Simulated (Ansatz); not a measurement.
# Al₂+ (quartet): correlated methods under varied settings

Aim: run Al₂+ (quartet) at one geometry under a spread of methods and options, and see what each costs and gives.

Computed with Ansatz 0.2.0, Gaussian basis. Level: the settings change from run to run.

15 further runs of the same task are left out: 3 that didn't finish, 12 set aside as unsound or not needed.

### Step 1. What is computed

The geometry is a PBE0/def2-TZVP stationary point (not a proven minimum) of the parent state, kept for this charge and spin.

2 atoms, charge 1, spin multiplicity 4.

Atoms are counted from 1 here; the program's logs count them from 0.

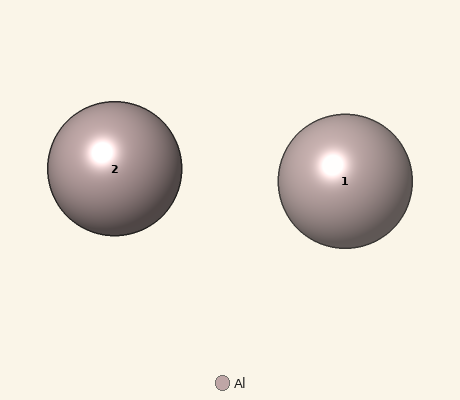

The structure; aluminium light grey; atoms are numbered from 1 in the order of the file.

### Step 2. NEVPT4(SD)(5,4)/6-31++G**

The input, in.yaml:

```yaml
crystal:
  periodic: [false, false, false]
  atoms:
    - {symbol: Al, position_ang: [0.000000, 0.000000, 0.000000]}
    - {symbol: Al, position_ang: [0.000000, 0.000000, 2.478843]}
basis:
  gaussian: {orbitals: "6-31++G**"}
total_charge: 1
magnetization: {spin_polarized: false, initial_magnetization: 3}
correlation: {method: fic_nevpt4_sd, electrons: outside_noble_gas, active_space: {window: {electrons: 5, orbitals: 4}}}
```

Launch:

```console
$ ansatz run in.yaml --threads 1 --pin off --events-out ev --progress --plain --max-ram 2393MiB
```

The program printed:

```text
Functional definition: HF
  name "HF"
  cite "Fock, Z. Phys. 61, 126 (1930) doi:10.1007/BF01340294"
  parent pbe
  exchange = exact_x
  correlation = 0
362 factors; integrals over basis functions are off by at most 1.3e-3 eV
mean field evaluation 1: about -13154.7622 eV, gradient 4.7e0 eV
mean field evaluation 2: about -13154.9234 eV, gradient 4.5e0 eV
mean field evaluation 4: about -13155.0998 eV, gradient 5.4e-1 eV
mean field evaluation 8: about -13155.1030 eV, gradient 8.7e-5 eV
mean field evaluation 16: about -13155.1911 eV, gradient 6.7e-1 eV
mean field evaluation 32: about -13156.0785 eV, gradient 2.5e-2 eV
mean field evaluation 64: about -13155.1030 eV, gradient 1.9e-6 eV
mean field evaluation 96: about -13156.0751 eV, gradient 1.5e-1 eV
mean field -13156.07852625 eV, -483.4769683293 hartree, gradient 4.6e-7 eV, S^2 3.750000; 12 other end points of the search recorded, 0 dependent functions left out
reference -13156.07852625 eV, -483.4769683293 hartree; 14, 11 occupied and 32, 35 virtual orbitals, 362 factors
state -13156.07852625 eV, -483.4769683293 hartree
state -13156.07852625 eV, -483.4769683293 hartree; corrected -13157.75938987 eV, -483.5387389281 hartree
Total energy: -13157.75938987 eV, -483.5387389281 hartree
```

Run time: 1.5 s. Hardware: 1 thread of Arm Neoverse V2, shared host.

From the report: 2 determinants; active occupations 2.00, 1.00, 1.00, 1.00.

### Step 3. MP2 on UHF/6-31G*

The input, in.yaml:

```yaml
crystal:
  periodic: [false, false, false]
  atoms:
    - {symbol: Al, position_ang: [0.000000, 0.000000, 0.000000]}
    - {symbol: Al, position_ang: [0.000000, 0.000000, 2.478843]}
basis:
  gaussian: {orbitals: "6-31G*"}
total_charge: 1
magnetization: {spin_polarized: true, initial_magnetization: 3}
correlation: {method: mp2, electrons: outside_noble_gas}
output: {forces: true}
```

Same command.

The program printed, shortened:

```text
Functional definition: HF
  name "HF"
  cite "Fock, Z. Phys. 61, 126 (1930) doi:10.1007/BF01340294"
  parent pbe
[...]
330 factors; integrals over basis functions are off by at most 1.3e-3 eV
[...]
mean field -13156.07762824 eV, -483.4769353280 hartree, gradient 1.7e-6 eV, S^2 3.752938; 12 other end points of the search recorded, 0 dependent functions left out
10 core orbitals not correlated: weight in the atoms' cores, before any rotation towards them, 1.000 or more for the frozen orbitals, at most 0.000 for the correlated occupied ones
reference -13156.07762824 eV, -483.4769353280 hartree; 4, 1 occupied and 24, 27 virtual orbitals, 330 factors
second order -1.24170031 eV of doubles, -0.00000000 eV of singles
[...]
Total energy: -13157.31932855 eV, -483.5225669729 hartree
Atom 0 at     0.000000     0.000000     0.000000 Å, force    -0.000000    -0.000000    -0.202870 eV/Å
Atom 1 at     0.000000     0.000000     2.478843 Å, force     0.000000    -0.000000     0.202870 eV/Å
Dipole moment:     0.000000     0.000000    -0.000000 e Å
```

Wall time 0.66 s (1 thread of Arm Neoverse V2, shared host).

From the report: ⟨S²⟩ of the determinant 3.753 (pure quartet: 3.75).

### Step 4. CCSD on UHF/def2-mTZVP

The input, in.yaml:

```yaml
crystal:
  periodic: [false, false, false]
  atoms:
    - {symbol: Al, position_ang: [0.000000, 0.000000, 0.000000]}
    - {symbol: Al, position_ang: [0.000000, 0.000000, 2.478843]}
basis:
  gaussian: {orbitals: def2-mTZVP, fitting: {mean_field: def2-universal-jkfit}}
total_charge: 1
magnetization: {spin_polarized: true, initial_magnetization: 3}
correlation: {method: ccsd, electrons: valence}
accuracy: high
```

The command is unchanged.

The program printed, shortened:

```text
Functional definition: HF
  name "HF"
  cite "Fock, Z. Phys. 61, 126 (1930) doi:10.1007/BF01340294"
  parent pbe
[...]
256 factors; integrals over basis functions are off by at most 8.7e-2 eV
[...]
mean field -13156.79906073 eV, -483.5034474832 hartree, gradient 1.6e-8 eV, S^2 3.751858; 16 other end points of the search recorded, 0 dependent functions left out
determinant -13156.79906073 eV, -483.5034474832 hartree, with singles and doubles -13158.34951199 eV, -483.5604255158 hartree
determinant -13156.09489435 eV, -483.4775698459 hartree, with singles and doubles -13157.99905672 eV, -483.5475465222 hartree
determinant -13154.82902640 eV, -483.4310500567 hartree, with singles and doubles -13156.03171309 eV, -483.4752479773 hartree
determinant -13154.18109512 eV, -483.4072390213 hartree, with singles and doubles -13156.02452998 eV, -483.4749840032 hartree
determinant -13153.54339864 eV, -483.3838041080 hartree, with singles and doubles -13155.76902913 eV, -483.4655945201 hartree
determinant -13156.79906073 eV, -483.5034474832 hartree, with singles and doubles -13158.36402686 eV, -483.5609589276 hartree
determinant -13156.09489435 eV, -483.4775698459 hartree, with singles and doubles -13158.00516410 eV, -483.5477709644 hartree
10 core orbitals not correlated: weight in the atoms' cores, before any rotation towards them, 1.000 or more for the frozen orbitals, at most 0.000 for the correlated occupied ones
reference -13156.79906073 eV, -483.5034474832 hartree; 4, 1 occupied and 30, 33 virtual orbitals, 256 factors
second order -1.11285744 eV of doubles, -0.00000000 eV of singles
cycle   1  -1.56496606 eV  change    6.6e-8 eV  update   2.8e-6
[...]
cycle  12  -1.56496490 eV  change  -8.6e-11 eV  update  2.5e-10
Total energy: -13158.36402563 eV, -483.5609588824 hartree
```

Run time: 1.7 s. Hardware: 1 thread of Arm Neoverse V2, shared host.

From the report: ⟨S²⟩ of the determinant 3.752 (pure quartet: 3.75); correlation -1.5650 eV; T1 0.026; largest double amplitude 0.13.

### Step 5. CCSD on ROHF/STO-3G

The input, in.yaml:

```yaml
crystal:
  periodic: [false, false, false]
  atoms:
    - {symbol: Al, position_ang: [0.000000, 0.000000, 0.000000]}
    - {symbol: Al, position_ang: [0.000000, 0.000000, 2.478843]}
basis:
  gaussian: {orbitals: STO-3G}
total_charge: 1
magnetization: {spin_polarized: false, initial_magnetization: 3}
correlation: {method: ccsd, electrons: outside_noble_gas}
output: {forces: true}
```

Launched as before.

The program printed, shortened:

```text
Functional definition: HF
  name "HF"
  cite "Fock, Z. Phys. 61, 126 (1930) doi:10.1007/BF01340294"
  parent pbe
[...]
185 factors; integrals over basis functions are off by at most 1.2e-4 eV
[...]
mean field -12999.05376634 eV, -477.7064148380 hartree, gradient 1.4e-6 eV, S^2 3.750000; 12 other end points of the search recorded, 0 dependent functions left out
[...]
determinant -12999.05376634 eV, -477.7064148380 hartree, with singles and doubles -13000.47834176 eV, -477.7587670191 hartree
determinant -12998.94196746 eV, -477.7023063049 hartree, with singles and doubles -13000.51648115 eV, -477.7601686157 hartree
determinant -12997.19290159 eV, -477.6380293198 hartree, with singles and doubles -12999.14706433 eV, -477.7098434757 hartree
determinant -12996.66304186 eV, -477.6185573337 hartree, with singles and doubles -12999.17166895 eV, -477.7107476789 hartree
[...]
determinant -12998.94196746 eV, -477.7023063049 hartree, with singles and doubles -13000.51939663 eV, -477.7602757574 hartree
10 core orbitals not correlated: weight in the atoms' cores, before any rotation towards them, 1.000 or more for the frozen orbitals, at most 0.000 for the correlated occupied ones
reference -12998.94196746 eV, -477.7023063049 hartree; 4, 1 occupied and 4, 7 virtual orbitals, 185 factors
second order -0.98282759 eV of doubles, -0.00000000 eV of singles
cycle   1  -1.19465599 eV  change   -3.7e-1 eV  update   7.7e-2
[...]
cycle  13  -1.57743447 eV  change    1.9e-7 eV  update   7.5e-8
WARN: these amplitudes may be one of several solutions (largest doubles amplitude 0.24, level shift 2.73 eV)
[...]
Total energy: -13000.51940193 eV, -477.7602759523 hartree
Atom 0 at     0.000000     0.000000     0.000000 Å, force     0.000000     0.000000     2.020370 eV/Å
Atom 1 at     0.000000     0.000000     2.478843 Å, force    -0.000000    -0.000000    -2.020370 eV/Å
Dipole moment:     0.000000     0.000000    -0.000000 e Å
```

Run time: 0.51 s. Hardware: 1 thread of Arm Neoverse V2, shared host.

From the report: correlation -1.5774 eV; T1 0.024; largest double amplitude 0.24. The report flags that the cluster equations may have other roots.

### Step 6. CASCI(9,6)/6-31G

The input, in.yaml:

```yaml
crystal:
  periodic: [false, false, false]
  atoms:
    - {symbol: Al, position_ang: [0.000000, 0.000000, 0.000000]}
    - {symbol: Al, position_ang: [0.000000, 0.000000, 2.478843]}
basis:
  gaussian: {orbitals: 6-31G, fitting: {mean_field: def2-universal-jkfit}}
total_charge: 1
magnetization: {spin_polarized: false, initial_magnetization: 3}
correlation: {active_space: {window: {electrons: 9, orbitals: 6}, fixed_orbitals: true, states: [{multiplicity: 4, weights: [1, 0.5, 1, 0.5]}]}}
accuracy: high
scf: {lower_state_search: off}
output: {forces: true}
```

Same command.

The program printed, shortened:

```text
Functional definition: HF
  name "HF"
  cite "Fock, Z. Phys. 61, 126 (1930) doi:10.1007/BF01340294"
  parent pbe
[...]
256 factors; integrals over basis functions are off by at most 4.8e-4 eV
[...]
mean field -13155.74435481 eV, -483.4646877553 hartree, gradient 1.0e-8 eV, S^2 3.750000; 3 other end points of the search recorded, 0 dependent functions left out
reference -13155.74435481 eV, -483.4646877553 hartree; 14, 11 occupied and 12, 15 virtual orbitals, 256 factors
state -13155.74518644 eV, -483.4647183174 hartree
state -13150.00243505 eV, -483.2536760963 hartree
state -13148.52200425 eV, -483.1992712677 hartree
state -13147.02299462 eV, -483.1441836801 hartree
[...]
Total energy: -13150.92663517 eV, -483.2876398244 hartree
Atom 0 at     0.000000     0.000000     0.000000 Å, force    -0.000000    -0.000000    -2.153630 eV/Å
Atom 1 at     0.000000     0.000000     2.478843 Å, force     0.000000     0.000000     2.153630 eV/Å
Dipole moment:     0.000000    -0.000000     0.000000 e Å
Checks for a lower state left out: starts, cluster_reference, orbital_swaps, neighbouring_geometries, increment
```

Wall time 0.21 s (1 thread of Arm Neoverse V2, shared host).

From the report: 6 determinants; active occupations (of the averaged states) 2.00, 2.00, 1.33, 1.33, 1.17, 1.17.

### Step 7. BCCD on ROHF/def2-SVPD

The input, in.yaml:

```yaml
crystal:
  periodic: [false, false, false]
  atoms:
    - {symbol: Al, position_ang: [0.000000, 0.000000, 0.000000]}
    - {symbol: Al, position_ang: [0.000000, 0.000000, 2.478843]}
basis:
  gaussian: {orbitals: def2-SVPD}
total_charge: 1
magnetization: {spin_polarized: false, initial_magnetization: 3}
correlation: {method: bccd, electrons: outside_noble_gas}
output: {forces: true}
```

Same command.

The program printed, shortened:

```text
Functional definition: HF
  name "HF"
  cite "Fock, Z. Phys. 61, 126 (1930) doi:10.1007/BF01340294"
  parent pbe
[...]
424 factors; integrals over basis functions are off by at most 9.7e-4 eV
[...]
mean field -13152.47798220 eV, -483.3446507760 hartree, gradient 1.4e-6 eV, S^2 3.750000; 15 other end points of the search recorded, 0 dependent functions left out
[...]
determinant -13152.47798220 eV, -483.3446507760 hartree, with singles and doubles -13154.27634687 eV, -483.4107394588 hartree
determinant -13151.49543490 eV, -483.3085428287 hartree, with singles and doubles -13153.92866312 eV, -483.3979623168 hartree
determinant -13149.96804633 eV, -483.2524123340 hartree, with singles and doubles -13151.94553952 eV, -483.3250838687 hartree
determinant -13149.81683539 eV, -483.2468554346 hartree, with singles and doubles -13151.87582420 eV, -483.3225218776 hartree
determinant -13152.47798220 eV, -483.3446507760 hartree, with singles and doubles -13154.28334749 eV, -483.4109967267 hartree
determinant -13151.49543490 eV, -483.3085428287 hartree, with singles and doubles -13153.90773431 eV, -483.3971931971 hartree
10 core orbitals not correlated: weight in the atoms' cores, before any rotation towards them, 1.000 or more for the frozen orbitals, at most 0.000 for the correlated occupied ones
reference -13152.47798220 eV, -483.3446507760 hartree; 4, 1 occupied and 34, 37 virtual orbitals, 424 factors
second order -1.29005339 eV of doubles, -0.02256430 eV of singles
cycle   1  -1.80563288 eV  change   -2.7e-4 eV  update   4.2e-3
[...]
cycle  10  -1.80373504 eV  change   -4.1e-8 eV  update   2.2e-7
[...]
Total energy: -13154.28171724 eV, -483.4109368161 hartree
Atom 0 at     0.000000     0.000000     0.000000 Å, force     0.000000    -0.000000    -0.334908 eV/Å
Atom 1 at     0.000000     0.000000     2.478843 Å, force    -0.000000     0.000000     0.334908 eV/Å
Dipole moment:    -0.000000    -0.000000    -0.000000 e Å
```

Wall time 3 s (1 thread of Arm Neoverse V2, shared host).

From the report: correlation -1.8037 eV; largest double amplitude 0.11.

### Step 8. CCSD/def2-mTZVP

The input, in.yaml:

```yaml
crystal:
  periodic: [false, false, false]
  atoms:
    - {symbol: Al, position_ang: [0.000000, 0.000000, 0.000000]}
    - {symbol: Al, position_ang: [0.000000, 0.000000, 2.478843]}
basis:
  gaussian: {orbitals: def2-mTZVP, fitting: {mean_field: def2-universal-jkfit}}
total_charge: 1
magnetization: {spin_polarized: false, initial_magnetization: 3}
hamiltonian: {xc: {name: PBE0}}
correlation: {method: ccsd, electrons: all}
scf: {lower_state_search: off}
```

The command is unchanged.

The program printed, shortened:

```text
Functional definition: PBE0
  name "PBE0"
  cite "Adamo & Barone, J. Chem. Phys. 110, 6158 (1999) doi:10.1063/1.478522"
  cite "Perdew, Burke & Ernzerhof, Phys. Rev. Lett. 77, 3865 (1996) doi:10.1103/PhysRevLett.77.3865"
  parent pbe
[...]
256 factors; integrals over basis functions are off by at most 8.7e-2 eV
[...]
mean field -13176.67683819 eV, -484.2339423311 hartree, gradient 2.6e-6 eV, S^2 3.750000; 0 other end points of the search recorded, 0 dependent functions left out
reference -13156.54222211 eV, -483.4940088379 hartree; 14, 11 occupied and 30, 33 virtual orbitals, 256 factors
second order -5.27859375 eV of doubles, -0.19455128 eV of singles
cycle   1  -5.66155734 eV  change   -1.9e-1 eV  update   5.5e-2
[...]
cycle   8  -5.82386975 eV  change   -1.8e-6 eV  update   2.2e-5
Total energy: -13162.36609186 eV, -483.7080321038 hartree
Checks for a lower state left out: stability, starts, cluster_reference, orbital_swaps, neighbouring_geometries, increment
```

It took 1.2 s on 1 thread of Arm Neoverse V2, shared host.

From the report: correlation -5.8239 eV; T1 0.008; largest double amplitude 0.13. The orbitals are Kohn-Sham ones, so correlation energy and T1 don't compare with those on Hartree-Fock orbitals.

### Step 9. CCSDT on UHF/def2-SVPD

The input, in.yaml:

```yaml
crystal:
  periodic: [false, false, false]
  atoms:
    - {symbol: Al, position_ang: [0.000000, 0.000000, 0.000000]}
    - {symbol: Al, position_ang: [0.000000, 0.000000, 2.478843]}
basis:
  gaussian: {orbitals: def2-SVPD}
total_charge: 1
magnetization: {spin_polarized: true, initial_magnetization: 3}
hamiltonian: {pseudopotentials: {relativity: none}}
correlation: {method: ccsdt, electrons: outside_noble_gas}
```

Launched as before.

The program printed, shortened:

```text
Functional definition: HF
  name "HF"
  cite "Fock, Z. Phys. 61, 126 (1930) doi:10.1007/BF01340294"
  parent pbe
[...]
685 factors; integrals over basis functions are off by at most 1.5e-7 eV
[...]
mean field -13152.51292824 eV, -483.3459350194 hartree, gradient 9.4e-7 eV, S^2 3.754594; 15 other end points of the search recorded, 0 dependent functions left out
determinant -13152.51292824 eV, -483.3459350194 hartree, with singles and doubles -13154.27971946 eV, -483.4108633990 hartree
determinant -13151.78441979 eV, -483.3191628277 hartree, with singles and doubles -13153.91913055 eV, -483.3976120012 hartree
determinant -13150.47315449 eV, -483.2709747167 hartree, with singles and doubles -13151.93602174 eV, -483.3247340964 hartree
determinant -13149.84038563 eV, -483.2477208900 hartree, with singles and doubles -13151.87577601 eV, -483.3225201069 hartree
determinant -13149.24122903 eV, -483.2257022910 hartree, with singles and doubles -13151.65332869 eV, -483.3143453184 hartree
determinant -13152.51292824 eV, -483.3459350194 hartree, with singles and doubles -13154.28557892 eV, -483.4110787304 hartree
determinant -13151.78441979 eV, -483.3191628277 hartree, with singles and doubles -13153.91934245 eV, -483.3976197883 hartree
10 core orbitals not correlated: weight in the atoms' cores, before any rotation towards them, 1.000 or more for the frozen orbitals, at most 0.000 for the correlated occupied ones
reference -13152.51292824 eV, -483.3459350194 hartree; 4, 1 occupied and 34, 37 virtual orbitals, 685 factors
second order -1.28068105 eV of doubles, -0.00000000 eV of singles
cycle   1  -1.59023092 eV  change   -3.1e-1 eV  update   7.0e-2
[...]
cycle  14  -1.88499372 eV  change    1.5e-7 eV  update   5.5e-7
Total energy: -13154.39792196 eV, -483.4152072610 hartree
```

Wall time 4.7 s (1 thread of Arm Neoverse V2, shared host).

From the report: ⟨S²⟩ of the determinant 3.755 (pure quartet: 3.75); correlation -1.8850 eV; T1 0.028; largest double amplitude 0.13.

### Step 10. NEVPT2(3,5)/STO-3G

The input, in.yaml:

```yaml
crystal:
  periodic: [false, false, false]
  atoms:
    - {symbol: Al, position_ang: [0.000000, 0.000000, 0.000000]}
    - {symbol: Al, position_ang: [0.000000, 0.000000, 2.478843]}
basis:
  gaussian: {orbitals: STO-3G}
total_charge: 1
magnetization: {spin_polarized: false, initial_magnetization: 3}
correlation: {method: sc_nevpt2, electrons: all, active_space: {window: {electrons: 3, orbitals: 5}}}
```

The command is unchanged.

The program printed:

```text
Functional definition: HF
  name "HF"
  cite "Fock, Z. Phys. 61, 126 (1930) doi:10.1007/BF01340294"
  parent pbe
  exchange = exact_x
  correlation = 0
185 factors; integrals over basis functions are off by at most 1.2e-4 eV
mean field evaluation 1: about -12998.3975 eV, gradient 4.8e0 eV
mean field evaluation 2: about -12998.3993 eV, gradient 4.8e0 eV
mean field evaluation 4: about -12998.9420 eV, gradient 1.4e-1 eV
mean field evaluation 8: about -12998.9420 eV, gradient 2.2e-6 eV
mean field evaluation 16: about -12999.0539 eV, gradient 9.0e-3 eV
mean field evaluation 32: about -12998.9420 eV, gradient 7.0e-7 eV
mean field evaluation 64: about -12998.9420 eV, gradient 1.3e-3 eV
mean field -12999.05376634 eV, -477.7064148380 hartree, gradient 1.4e-6 eV, S^2 3.750000; 8 other end points of the search recorded, 0 dependent functions left out
reference -12998.94196746 eV, -477.7023063049 hartree; 14, 11 occupied and 4, 7 virtual orbitals, 185 factors
state -12999.24003539 eV, -477.7132600991 hartree
state -12999.24003539 eV, -477.7132600991 hartree; corrected -13000.24244826 eV, -477.7500980929 hartree
Total energy: -13000.24244826 eV, -477.7500980929 hartree
```

Wall time 0.3 s (1 thread of Arm Neoverse V2, shared host).

From the report: 6 determinants; active occupations 1.00, 0.98, 0.98, 0.02, 0.02.

### Step 11. All runs side by side

 † marks a result that the program doubts.

| level | correlated | functions | energy (eV) | time |
| --- | --- | --- | --- | --- |
| NEVPT4(SD)(5,4)/6-31++G** | outside noble gas | 46 | -13157.7594 | 1.5 s |
| MP2 on UHF/6-31G* | outside noble gas | 38 | -13157.3193 | 0.66 s |
| CCSD on UHF/def2-mTZVP | valence | 44 | -13158.3640 | 1.7 s |
| CCSD on ROHF/STO-3G † | outside noble gas | 18 | -13000.5194 | 0.51 s |
| CASCI(9,6)/6-31G (mean of several states) |  | 26 | -13150.9266 | 0.21 s |
| BCCD on ROHF/def2-SVPD | outside noble gas | 48 | -13154.2817 | 3 s |
| CCSD/def2-mTZVP (on PBE0 orbitals) | all | 44 | -13162.3661 | 1.2 s |
| CCSDT on UHF/def2-SVPD | outside noble gas | 48 | -13154.3979 | 4.7 s |
| NEVPT2(3,5)/STO-3G | all | 18 | -13000.2424 | 0.3 s |

### Step 12. What came out

| quantity | value |
| --- | --- |
| runs | 9 |
| quickest | CASCI(9,6)/6-31G (mean of several states), 0.21 s |
| slowest | CCSDT on UHF/def2-SVPD, 4.7 s |

Total energies in different bases, with other cores or another treatment of relativity can't be set against each other. CCSDT on UHF/def2-SVPD took 22 times as long as CASCI(9,6)/6-31G (mean of several states); the jobs differ in more than the method.
